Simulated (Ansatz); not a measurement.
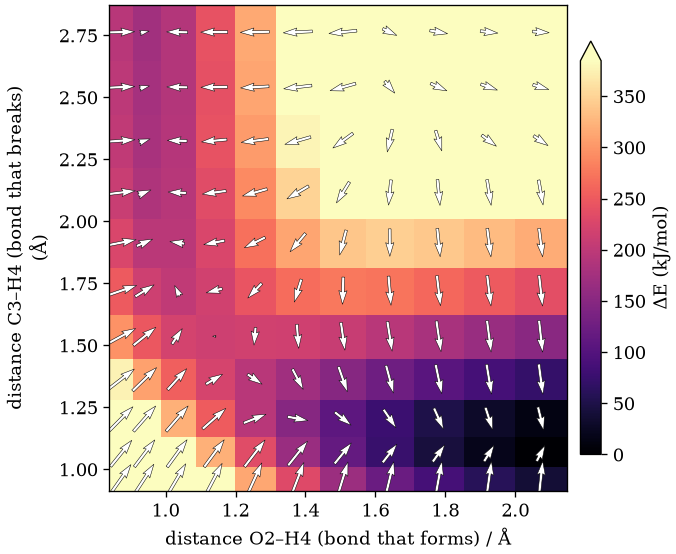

Energy landscape of the reacting system CH4ClInO. The first coordinate is: distance O2–H4 (bond that forms); the second: distance C3–H4 (bond that breaks). Relaxed at each point: all other coordinates. Grid: 11 × 11 points. Points are written as (first, second). Energies: kJ/mol, counted from the lowest grid point. Energies and slopes of some neighbouring points disagree (a jump in structure or state, or too coarse a mesh). The reference is spin-restricted, so regions where a bond is pulled apart into radicals lie too high. The calculation used RHF/def2-SVP in Ansatz.

The picture shows one coloured cell a grid point, arrows along the force (downhill), their lengths compressed, one colour for all values above the top of the scale. 

Q: Describe this landscape.

A: The lowest grid point is at (2.073 Å, 1.064 Å). It lies at the edge of the scanned range, so the true minimum may lie outside. The highest grid point, (0.873 Å, 0.963 Å), lies 890 kJ/mol above the lowest.

The values on the grid:

| second ↓, first → | 0.873 | 0.940 | 1.033 | 1.139 | 1.255 | 1.378 | 1.507 | 1.641 | 1.781 | 1.925 | 2.073 |
| --- | --- | --- | --- | --- | --- | --- | --- | --- | --- | --- | --- |
| 2.763 | 194 | 174 | 189 | 241 | 315 | 399 | 483 | 519 | 487 | 450 | 415 |
| 2.541 | 197 | 176 | 190 | 240 | 312 | 391 | 469 | 504 | 477 | 443 | 410 |
| 2.325 | 202 | 179 | 191 | 241 | 304 | 376 | 439 | 470 | 469 | 427 | 397 |
| 2.116 | 210 | 185 | 193 | 234 | 291 | 350 | 394 | 413 | 411 | 401 | 389 |
| 1.914 | 226 | 196 | 196 | 226 | 270 | 312 | 339 | 346 | 341 | 330 | 318 |
| 1.720 | 251 | 214 | 202 | 218 | 244 | 266 | 275 | 272 | 262 | 249 | 237 |
| 1.536 | 296 | 248 | 220 | 214 | 217 | 216 | 208 | 195 | 180 | 165 | 151 |
| 1.363 | 376 | 309 | 255 | 221 | 195 | 171 | 148 | 125 | 104 | 86 | 71 |
| 1.204 | 503 | 410 | 321 | 251 | 194 | 148 | 109 | 77 | 51 | 30 | 13 |
| 1.064 | 690 | 563 | 430 | 321 | 234 | 167 | 114 | 74 | 43 | 19 | 0 |
| 0.963 | 890 | 732 | 564 | 424 | 314 | 230 | 168 | 121 | 86 | 59 | 39 |

Each point was launched as `ansatz run input.yaml --threads 1 --pin off --max-ram 2560MiB --backend cpu --events-out ev --progress --plain --runs-dir out`. Time for the 121 points that were run: 36 min on 1 thread of Arm Neoverse V2, on a shared host.
